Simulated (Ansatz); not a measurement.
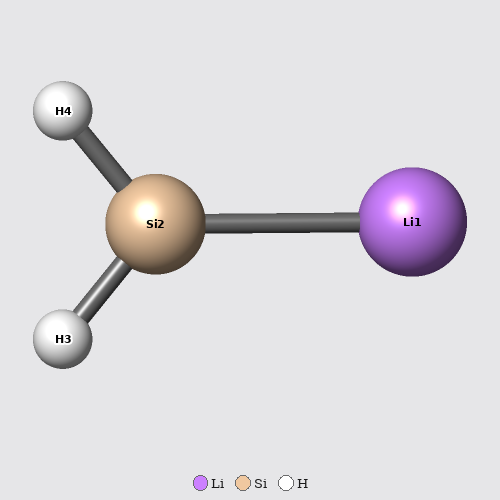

The system is H2LiSi, SMILES [Li][SiH2+], charge +1; the picture shows the reference structure. 
- The first coordinate is: bond length Si2–H3; the second: bond length Si2–H4.
- Nothing is relaxed (all other coordinates rigid).
- The scan uses a 15 × 15 grid; 120 points were computed and 105 follow by symmetry.
- Points are written as (first, second).
- All energies are given in kJ/mol relative to the relaxed molecule at the same level.
- The reference is spin-restricted, which grows unreliable where a bond is stretched far.
- These are results of RKS PBE0-D4/def2-TZVP (Ansatz), not measurements.

Its coordinates:

```yaml
atoms:
  - { symbol: Li, position_ang: [-2.3141, 0.5430, -0.5124] }
  - { symbol: Si, position_ang: [0.1717, -0.0403, 0.0380] }
  - { symbol: H, position_ang: [0.8740, -1.3564, -0.0432] }
  - { symbol: H, position_ang: [1.2684, 0.8537, 0.5176] }
```

Range: bond length Si2–H3 from 1.225 to 2.241 Å; bond length Si2–H4 from 1.225 to 2.241 Å.

> Predict the map.

The lowest grid point is at (1.515 Å, 1.515 Å), 0.7 kJ/mol from the relaxed molecule at the same level. No other kind of well shows on this grid. The highest grid point, (2.241 Å, 2.241 Å), lies 372 kJ/mol above the lowest. Round the minimum the contours are nearly round: the two directions are equally stiff and uncoupled.

```
bond length Si2–H4 ↓, bond length Si2–H3 →  1.225  1.298  1.370  1.443  1.515  1.588  1.660  1.733  1.806  1.878  1.951  2.023  2.096  2.168  2.241
                                     2.241    282    233    204    191    188    194    206    222    240    260    282    305    328    350    372
                                     2.168    259    210    181    168    166    172    183    199    218    238    260    282    305    328    350
                                     2.096    236    187    159    145    143    149    160    176    195    215    237    260    283    305    328
                                     2.023    213    164    135    122    120    126    137    153    172    192    214    237    260    282    305
                                     1.951    190    141    113     99     97    103    115    131    149    170    192    214    237    260    282
                                     1.878    168    118     90     77     75     81     92    108    127    148    170    192    215    238    260
                                     1.806    147     98     69     56     54     60     72     88    107    127    149    172    195    218    240
                                     1.733    128     78     50     37     35     41     53     69     88    108    131    153    176    199    222
                                     1.660    111     62     34     21     19     25     37     53     72     92    115    137    160    183    206
                                     1.588     99     50     22      9      7     13     25     41     60     81    103    126    149    172    194
                                     1.515     93     44     16      3      1      7     19     35     54     75     97    120    143    166    188
                                     1.443     95     46     18      5      3      9     21     37     56     77     99    122    145    168    191
                                     1.370    108     59     31     18     16     22     34     50     69     90    113    135    159    181    204
                                     1.298    136     87     59     46     44     50     62     78     98    118    141    164    187    210    233
                                     1.225    186    136    108     95     93     99    111    128    147    168    190    213    236    259    282
```

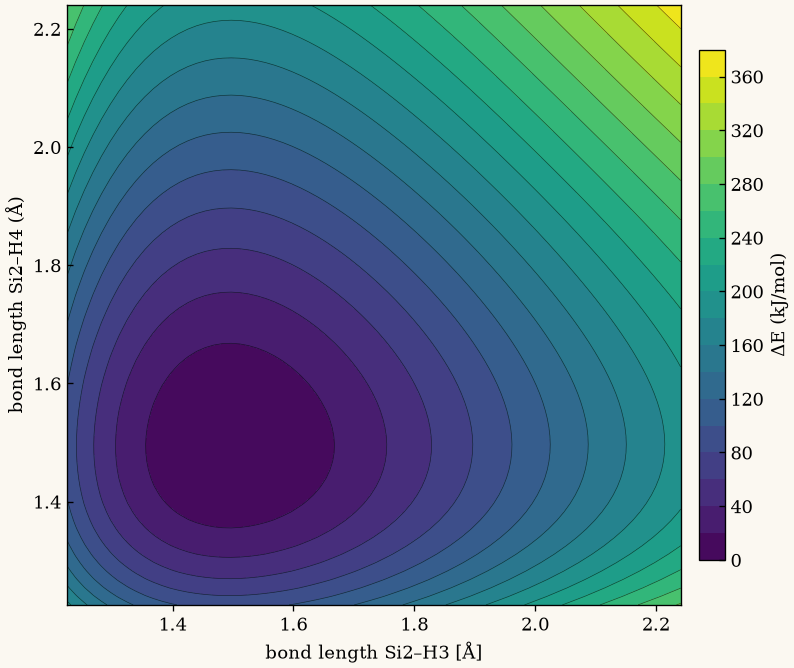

In the figure: filled contours. Between grid points the surface is interpolated.

Time for the 120 points that were run: 120 s on 1 thread of Arm Neoverse V1, on a shared host.
